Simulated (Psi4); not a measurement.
# CH4FSi (SMILES C[SiH]F): a chain of runs

Aim: a series of 8 runs (UPBE0-D4/def2-SVP) of CH4FSi. 

The calculation is run with Psi4 1.11.

### Step 1. The molecule

The species is CH4FSi (7 atoms), meant as a doublet with charge 0. As SMILES, `C[SiH]F`. The shape is that of a PBE0-D4/def2-TZVP optimisation.

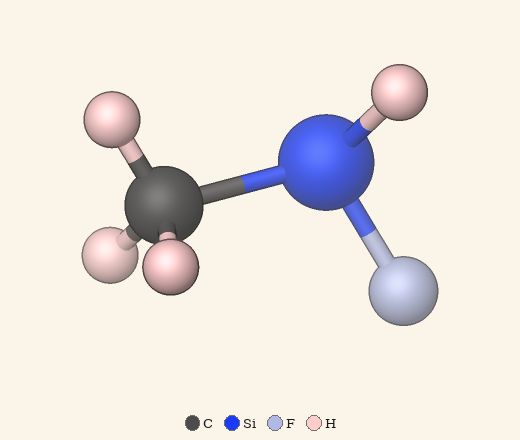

The structure, seen from a chosen angle (carbon dark grey, silicon blue, fluorine light blue, hydrogen pink).

### Step 2. The energy at UPBE0-D4/def2-SVP (density fitting) (run 1)

Input file calc.in:

```
memory 1.6 GB

molecule system {
  0 2
  C     -0.653500     0.389500    -0.298000
  Si     0.917400    -0.594100    -0.104100
  F      0.640700    -1.812800     0.909600
  H     -1.444900    -0.207800    -0.754100
  H     -0.470200     1.260900    -0.931700
  H     -1.000700     0.738300     0.679600
  H      2.011300     0.226000     0.498700
  units angstrom
  symmetry c1
}

set basis def2-SVP
set reference uks

e = energy("pbe0-d4")
```

On the command line:

```bash
$ psi4 -i calc.in -o calc.out -n 1
```

calc.out:

```text
[...]
  Running in c1 symmetry.
[...]
  Nuclear repulsion =  106.882451970993884
[...]
  Multiplicity = 2
[...]
  Nalpha       = 17
  Nbeta        = 16
[...]
    Number of basis functions: 66
[...]
   @DF-UKS iter   1:  -429.18401320855173   -3.21515e-01   9.88814e-03 DIIS/ADIIS
[...]
   @DF-UKS iter   8:  -429.39020700536395   -3.77862e-08   6.93968e-07 DIIS
[...]
   @S^2 Observed:                7.512268838E-01
[...]
    Orbital Energies [Eh]
    ---------------------
    Alpha Occupied:
       1A    -66.276371     2A    -24.752268     3A    -10.233989
       4A     -5.366082     5A     -3.706194     6A     -3.703792
       7A     -3.700073     8A     -1.184990     9A     -0.729694
      10A     -0.549237    11A     -0.463356    12A     -0.454634
      13A     -0.440050    14A     -0.427382    15A     -0.417212
      16A     -0.342890    17A     -0.220622
    Alpha Virtual:
      18A      0.034921    19A      0.059769    20A      0.099329
      21A      0.125785    22A      0.135006    23A      0.145475
      24A      0.211844    25A      0.342400    26A      0.389121
[...]
  @DF-UKS Final Energy:  -429.39020700536395
   => Energetics <=
    Nuclear Repulsion Energy =            106.8824519709938841
    One-Electron Energy =                -806.4639427101087676
    Two-Electron Energy =                 298.9895958659247412
    DFT Exchange-Correlation Energy =     -28.7952338586060570
    Empirical Dispersion Energy =          -0.0030782735677108
    VV10 Nonlocal Energy =                  0.0000000000000000
    Total Energy =                       -429.3902070053639477
[...]
 Multipole Moments:
 ------------------------------------------------------------------------------------
     Multipole            Electronic (a.u.)      Nuclear  (a.u.)        Total (a.u.)
 ------------------------------------------------------------------------------------
 L = 1.  Multiply by 2.5417464519 to convert [e a0] to [Debye]
 Dipole X            :          2.5078947           -2.7379416           -0.2300470
 Dipole Y            :         -5.0317738            5.5794419            0.5476681
 Dipole Z            :          1.4473996           -1.7976210           -0.3502214
 Magnitude           :                                                    0.6895774
[...]
```

It took 5.1 s on 1 thread of AMD EPYC 9R45 (Zen 5), shared host; peak memory 0.47 GiB.

### Step 3. The distorted shape: the energy at UPBE0-D4/def2-SVP (density fitting) (run 2)

Input file ch4fsi.inp:

```
memory 1600 MB

molecule mol {
  0 2
  C
  Si 1 r2
  F 2 r3 1 a3
  H 1 r4 2 a4 3 d4
  H 1 r5 4 a5 2 d5
  H 1 r6 4 a6 5 d6
  H 2 r7 3 a7 1 d7

  r2 = 1.863543
  r3 = 1.609155
  a3 = 108.68326
  r4 = 1.091379
  a4 = 111.46191
  d4 = -63.51859
  r5 = 1.092938
  a5 = 108.40057
  d5 = 121.03424
  r6 = 0.930299
  a6 = 108.52153
  d6 = 117.63138
  r7 = 1.494172
  a7 = 106.70406
  d7 = 120.57271
  symmetry c1
}

set globals {
  basis def2-SVP
  reference uks
}

set reference uhf
set stability_analysis follow
set max_attempts 5
energy("scf")
set reference uks
set stability_analysis none
set guess read
set guess_mix false

energy_value, wavefunction = energy("pbe0-d4", return_wfn=True)
print_variables()
```

On the command line:

```bash
$ psi4 ch4fsi.inp ch4fsi.out -n 1
```

ch4fsi.out:

```text
[...]
  Running in c1 symmetry.
[...]
  Nuclear repulsion =  107.619510766412859
[...]
  Multiplicity = 2
[...]
  Nalpha       = 17
  Nbeta        = 16
[...]
    Number of basis functions: 66
[...]
   @DF-UHF iter   1:  -428.26785265820826   -6.11066e-01   6.33176e-03 DIIS/ADIIS
[...]
   @DF-UKS iter   7:  -429.36438755454316   -2.66818e-08   5.25919e-07 DIIS
[...]
   @S^2 Observed:                7.511980197E-01
[...]
    Orbital Energies [Eh]
    ---------------------
    Alpha Occupied:
       1A    -66.276086     2A    -24.752477     3A    -10.218435
       4A     -5.365890     5A     -3.706033     6A     -3.703591
       7A     -3.699852     8A     -1.185214     9A     -0.746717
      10A     -0.551090    11A     -0.463831    12A     -0.462171
      13A     -0.448794    14A     -0.433106    15A     -0.417511
      16A     -0.342843    17A     -0.220825
    Alpha Virtual:
      18A      0.035510    19A      0.063167    20A      0.098836
      21A      0.125185    22A      0.143344    23A      0.160648
      24A      0.214387    25A      0.342111    26A      0.386794
[...]
  @DF-UKS Final Energy:  -429.36438755454316
   => Energetics <=
    Nuclear Repulsion Energy =            107.6195107664128585
    One-Electron Energy =                -807.8012420884340372
    Two-Electron Energy =                 299.6649358418978295
    DFT Exchange-Correlation Energy =     -28.8445129680203216
    Empirical Dispersion Energy =          -0.0030791063995406
    VV10 Nonlocal Energy =                  0.0000000000000000
    Total Energy =                       -429.3643875545431570
[...]
 Multipole Moments:
 ------------------------------------------------------------------------------------
     Multipole            Electronic (a.u.)      Nuclear  (a.u.)        Total (a.u.)
 ------------------------------------------------------------------------------------
 L = 1.  Multiply by 2.5417464519 to convert [e a0] to [Debye]
 Dipole X            :          1.0152215           -1.0007726            0.0144488
 Dipole Y            :         -2.9423022            3.3946655            0.4523633
 Dipole Z            :          4.8640963           -5.3897205           -0.5256241
 Magnitude           :                                                    0.6936296
[...]
```

Wall time 5.4 s (1 thread of AMD EPYC 9R45 (Zen 5), shared host); peak memory 0.48 GiB.

### Step 4. The distorted shape: a single-point energy at UPBE0-D4/def2-SVP (density fitting) (run 3)

Input file job.dat:

```
memory 1600 MB

molecule {
  0 2
  C     -0.601409     0.337169    -0.444671
  Si     0.969491    -0.646431    -0.250771
  F      0.692791    -1.865131     0.762929
  H     -1.392809    -0.260131    -0.900771
  H     -0.418109     1.208569    -1.078371
  H     -1.000700     0.738300     0.679600
  H      2.063391     0.173669     0.352029
  symmetry c1
}

set {
  basis def2-SVP
  reference uks
}

set reference uhf
set stability_analysis follow
set max_attempts 5
energy("scf")
set reference uks
set stability_analysis none
set guess read
set guess_mix false

e_tot, wfn = energy("pbe0-d4", return_wfn=True)
```

On the command line:

```bash
$ psi4 -i job.dat -o job.out -n 1
```

job.out:

```text
[...]
  Running in c1 symmetry.
[...]
  Nuclear repulsion =  106.287411235354554
[...]
  Multiplicity = 2
[...]
  Nalpha       = 17
  Nbeta        = 16
[...]
    Number of basis functions: 66
[...]
   @DF-UHF iter   1:  -428.28790513701688   -7.83738e-01   5.88462e-03 DIIS/ADIIS
[...]
   @DF-UKS iter   7:  -429.37914752718706   -3.00942e-08   5.89084e-07 DIIS
[...]
   @S^2 Observed:                7.513522402E-01
[...]
    Orbital Energies [Eh]
    ---------------------
    Alpha Occupied:
       1A    -66.277179     2A    -24.752350     3A    -10.248187
       4A     -5.366785     5A     -3.706863     6A     -3.704505
       7A     -3.700808     8A     -1.185027     9A     -0.719277
      10A     -0.548406    11A     -0.463657    12A     -0.453276
      13A     -0.437172    14A     -0.419837    15A     -0.407434
      16A     -0.343433    17A     -0.221030
    Alpha Virtual:
      18A      0.031918    19A      0.051618    20A      0.095808
      21A      0.112315    22A      0.126148    23A      0.145158
      24A      0.210002    25A      0.343081    26A      0.389756
[...]
  @DF-UKS Final Energy:  -429.37914752718706
   => Energetics <=
    Nuclear Repulsion Energy =            106.2874112353545542
    One-Electron Energy =                -805.3061457991739189
    Two-Electron Energy =                 298.3990393313949312
    DFT Exchange-Correlation Energy =     -28.7563584758496624
    Empirical Dispersion Energy =          -0.0030938189129114
    VV10 Nonlocal Energy =                  0.0000000000000000
    Total Energy =                       -429.3791475271870581
[...]
 Multipole Moments:
 ------------------------------------------------------------------------------------
     Multipole            Electronic (a.u.)      Nuclear  (a.u.)        Total (a.u.)
 ------------------------------------------------------------------------------------
 L = 1.  Multiply by 2.5417464519 to convert [e a0] to [Debye]
 Dipole X            :          2.5744280           -2.7844187           -0.2099907
 Dipole Y            :         -5.0914042            5.6261331            0.5347289
 Dipole Z            :          1.3002404           -1.6667568           -0.3665164
 Magnitude           :                                                    0.6814437
[...]
```

It took 5.7 s on 1 thread of AMD EPYC 9R45 (Zen 5), shared host; peak memory 0.47 GiB.

Runs 4 to 7 aren't shown in full; the table further down has their settings and results.

### Step 5. The distorted shape: a single-point energy at UPBE0-D4/def2-SVP (density fitting) (run 8)

Input file input.inp:

```
memory 1600 mb

molecule molecule1 {
  0 2
  C
  Si 1 1.863543
  F 2 1.609155 1 108.68326
  H 1 1.091379 2 111.46191 3 -63.51859
  H 1 1.092938 4 108.40057 2 121.03424
  H 1 3.2835 4 108.52153 5 117.63137
  H 2 1.494172 3 106.70406 1 120.57271
  symmetry c1
}

set {
  basis     def2-SVP
  reference uks
}

set reference uhf
set stability_analysis follow
set max_attempts 5
energy('scf')
set reference uks
set stability_analysis none
set guess read
set guess_mix false

energy('pbe0-d4')
```

On the command line:

```bash
$ psi4 input.inp input.out -n 1
```

input.out:

```text
[...]
  Running in c1 symmetry.
[...]
  Nuclear repulsion =  102.823623776082087
[...]
  Multiplicity = 2
[...]
  Nalpha       = 17
  Nbeta        = 16
[...]
    Number of basis functions: 66
[...]
   @DF-UHF iter   1:  -428.04665200995191   -8.91304e-01   7.40981e-03 DIIS/ADIIS
[...]
   @DF-UKS iter   9:  -429.23712968822360   -8.44192e-08   5.00931e-07 DIIS
[...]
   @S^2 Observed:                1.120378190E+00
[...]
    Orbital Energies [Eh]
    ---------------------
    Alpha Occupied:
       1A    -66.290761     2A    -24.760642     3A    -10.249682
       4A     -5.379471     5A     -3.718985     6A     -3.717311
       7A     -3.713263     8A     -1.192447     9A     -0.686508
      10A     -0.551787    11A     -0.468255    12A     -0.456083
      13A     -0.439059    14A     -0.415606    15A     -0.342473
      16A     -0.323428    17A     -0.251855
    Alpha Virtual:
      18A     -0.092906    19A      0.035016    20A      0.071120
      21A      0.109601    22A      0.133284    23A      0.150363
      24A      0.207765    25A      0.346492    26A      0.393651
[...]
  @DF-UKS Final Energy:  -429.23712968822360
   => Energetics <=
    Nuclear Repulsion Energy =            102.8236237760820728
    One-Electron Energy =                -798.1217070967093150
    Two-Electron Energy =                 294.7510879905934758
    DFT Exchange-Correlation Energy =     -28.6870465914632504
    Empirical Dispersion Energy =          -0.0030877667266223
    VV10 Nonlocal Energy =                  0.0000000000000000
    Total Energy =                       -429.2371296882236038
[...]
 Multipole Moments:
 ------------------------------------------------------------------------------------
     Multipole            Electronic (a.u.)      Nuclear  (a.u.)        Total (a.u.)
 ------------------------------------------------------------------------------------
 L = 1.  Multiply by 2.5417464519 to convert [e a0] to [Debye]
 Dipole X            :          2.9755140           -2.6536685            0.3218455
 Dipole Y            :         -1.6557053            2.3182974            0.6625921
 Dipole Z            :          6.1363195           -6.1092074            0.0271121
 Magnitude           :                                                    0.7371213
[...]
```

Wall time 6.3 s (1 thread of AMD EPYC 9R45 (Zen 5), shared host); peak memory 0.46 GiB.

### Step 6. Overview of the runs

```csv
run,start,partner,energy (Eh),dipole moment (D),HOMO energy (eV),LUMO energy (eV),wall time
1,–,base,-429.390207,1.75,-6.00,-2.07,5.1 s
2,stable UHF solution,C1–H6 0.93 Å,-429.364388,1.76,-6.01,-2.04,5.4 s
3,stable UHF solution,C1–H6 1.26 Å,-429.379148,1.73,-6.01,-2.13,5.7 s
4,stable UHF solution,C1–H6 1.42 Å,-429.354868,1.70,-6.04,-2.24,5.4 s
5,stable UHF solution,C1–H6 1.64 Å,-429.317949,1.68,-6.11,-2.45,6 s
6,stable UHF solution,C1–H6 1.97 Å,-429.272175,1.77,-6.38,-2.68,6.6 s
7,stable UHF solution,C1–H6 2.41 Å,-429.246096,1.87,-6.71,-2.61,6 s
8,stable UHF solution,C1–H6 3.28 Å,-429.237130,1.87,-6.85,-2.58,6.3 s
```

### Step 7. Summary of results

```
                                                         quantity          value
                             distorted shape, run 8: total energy  -429.23713 Eh
                            distorted shape, run 8: dipole moment         1.87 D
       distorted shape, run 8: HOMO energy (highest over α and β)       -6.85 eV
        distorted shape, run 8: LUMO energy (lowest over α and β)       -2.58 eV
                        distorted shape, run 8: dispersion energy   -8.11 kJ/mol
                                     distorted shape, run 8: ⟨S²⟩          1.120
energy change with the C1–H6 bond stretched from 1.094 to 3.284 Å       4.165 eV
energy change with the C1–H6 bond stretched from 1.094 to 1.259 Å       0.301 eV
energy change with the C1–H6 bond stretched from 1.094 to 1.642 Å       1.966 eV
energy change with the C1–H6 bond stretched from 1.094 to 2.408 Å       3.921 eV
energy change with the C1–H6 bond stretched from 1.094 to 1.970 Å       3.212 eV
energy change with the C1–H6 bond shortened from 1.094 to 0.930 Å       0.703 eV
energy change with the C1–H6 bond stretched from 1.094 to 1.423 Å       0.962 eV
```

**Reading.** With the C1–H6 bond stretched from 1.094 to 3.284 Å the energy rises by 4.17 eV (402 kJ/mol). The first shape isn't relaxed at this level, so the change isn't measured from a minimum. With the C1–H6 bond stretched from 1.094 to 1.259 Å the energy rises by 0.30 eV (6.9 kcal/mol). With the C1–H6 bond stretched from 1.094 to 1.642 Å the energy rises by 1.97 eV (190 kJ/mol). With the C1–H6 bond stretched from 1.094 to 2.408 Å the energy rises by 3.92 eV (90 kcal/mol). With the C1–H6 bond stretched from 1.094 to 1.970 Å the energy rises by 3.21 eV (310 kJ/mol). With the C1–H6 bond shortened from 1.094 to 0.930 Å the energy rises by 0.70 eV (67.8 kJ/mol). The lowest energy is that of run 1; the highest lies 4.165 eV above it. Spin contamination of the reference: run 8 ⟨S²⟩ = 1.12, run 7 ⟨S²⟩ = 1.09, run 6 ⟨S²⟩ = 0.88. All runs together took 47 s, the longest 6.6 s.
